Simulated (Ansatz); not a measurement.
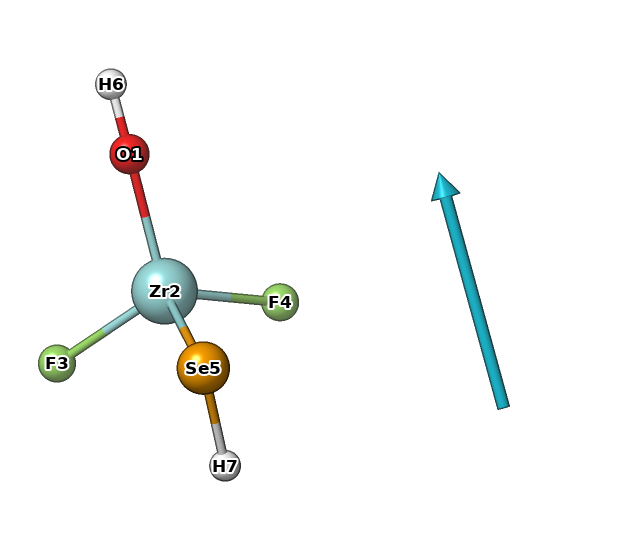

The arrow beside the molecule shows the direction of the dipole moment, from the negative to the positive end (its length means nothing). The species is neutral and a spin singlet. Computed geometry: PBE0-D4/def2-TZVP optimisation. No frequency run is at hand to confirm it as a minimum. Properties computed with RKS PBE-D4/def2-TZVPP, core potentials on Zr (Ansatz 0.2.0).

> How large is the dipole moment?

2.35 D; it points from the side of H7 to the side of H6 (the outermost atoms at the two ends).
